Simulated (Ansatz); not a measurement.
ClF2HOZr (SMILES [OH][Zr]([F])([F])[Cl])

The calculation's input:

```
crystal:
  periodic: [false, false, false]
  atoms:
    - {symbol: O, position_ang: [-0.916188, 0.247961, 1.075910]}
    - {symbol: Zr, position_ang: [0.299063, -0.174870, -0.309883]}
    - {symbol: F, position_ang: [1.948493, -0.722576, 0.449587]}
    - {symbol: F, position_ang: [-0.400750, -1.604343, -1.341513]}
    - {symbol: Cl, position_ang: [0.642179, 1.704155, -1.684986]}
    - {symbol: H, position_ang: [-1.530799, 0.485772, 1.764786]}
basis:
  gaussian: {orbitals: def2-TZVPP}
hamiltonian: {xc: pbe0, dispersion: d4}
output: {orbitals: {seedname: orbitals}}
```

Run with:

```sh
ansatz run in.yaml --threads 4 --pin off --events-out ev --progress --plain --max-ram 10444MiB
```

Geometry: PBE0-D4/def2-TZVP; core potentials replace the inner electrons of Zr.

Level of theory: RKS PBE0-D4/def2-TZVPP in Ansatz.

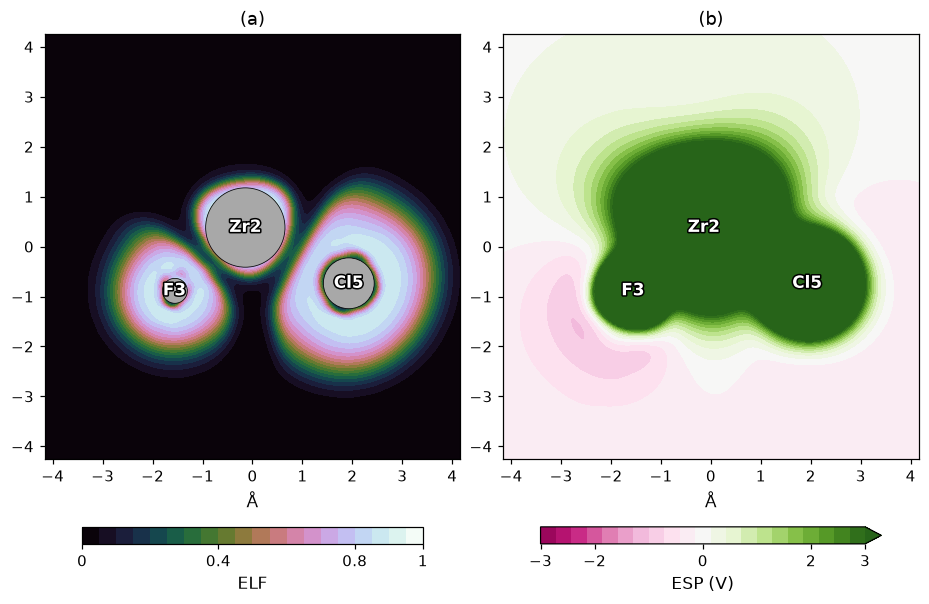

Figure 1. (a) ELF; (b) molecular electrostatic potential on the plane of atoms F3, Zr2 and Cl5. Grey discs cover the atomic cores in the ELF map.

**What do the fields say about this system?**

- The section cuts through Zr, F and Cl sites.
- Zr–F (1.90 Å): the ELF peaks at about 0.85 in the valence shell of F, 0.5 Å from its nucleus, and drops to about 0.25 between the two atoms.
- Zr–Cl (2.35 Å): the ELF peaks at about 0.85 in the valence shell of Cl, 0.8 Å from its nucleus, and is about 0.35 at the midpoint.
- Outside the dense part of the molecule the potential is most negative (−1.0 V) near F3.

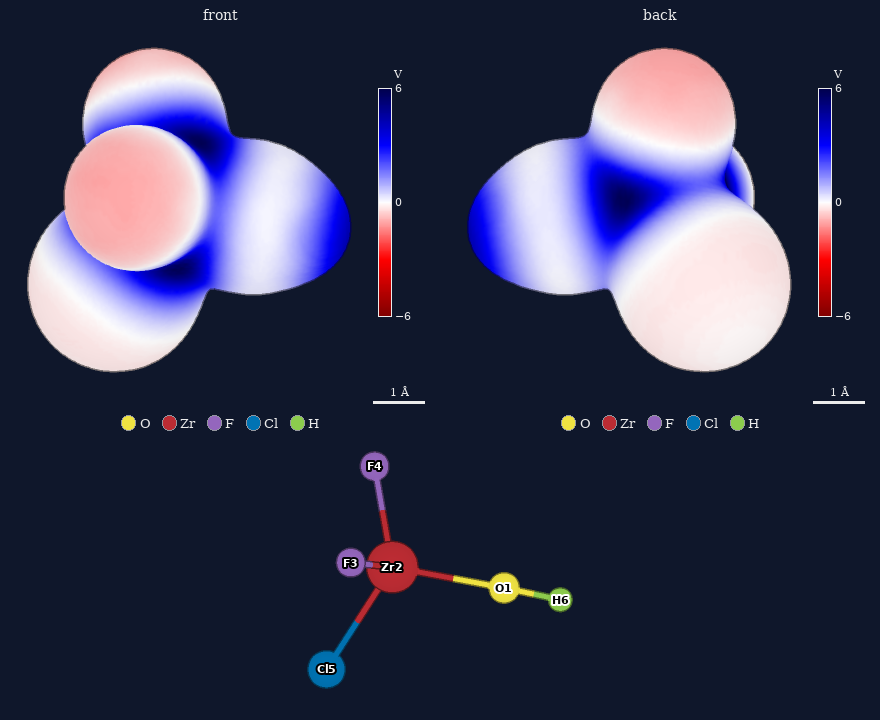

Figure 2. The molecular electrostatic potential painted on the density surface at 0.004 e/bohr³, seen from the front and from behind; the colour scale runs from red (negative) to blue (positive). The bare structure is drawn below in the same view.

**Describe the electrostatic potential map.**

The most negative region (about −1.0 V) lies over F3 and F4, the most positive (about +5.8 V) over Zr2.

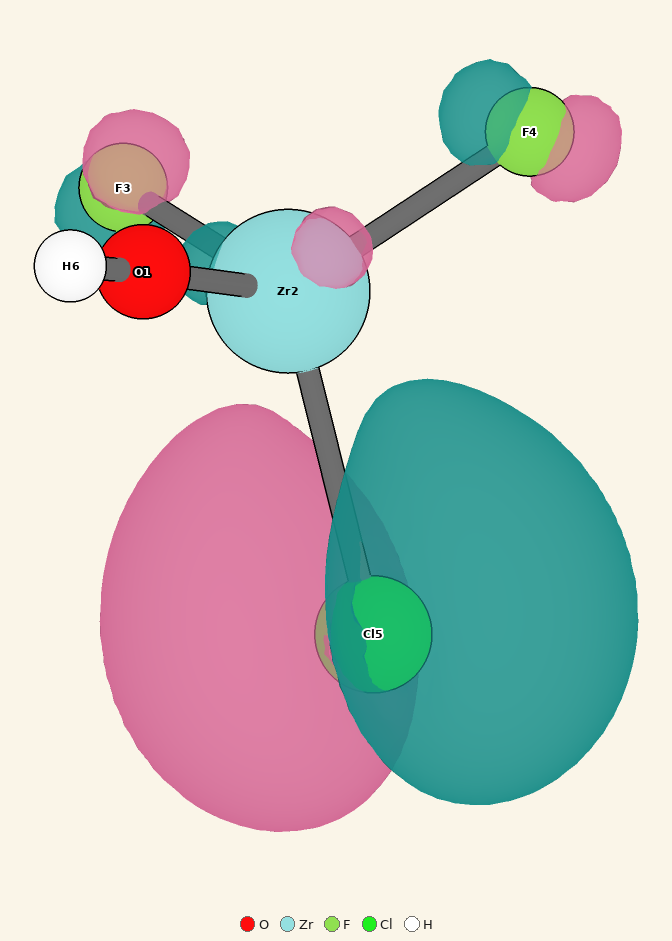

Figure 3. The HOMO−1 at ±0.1 Å⁻³ᐟ² (teal and pink are the two phases), seen at an oblique angle.

**Where does this orbital lie, and at what energy?**

Its weight (Hirshfeld) is mainly on Cl5 (about 85 %); largely a lone pair of Cl5. Its energy is −9.55 eV.
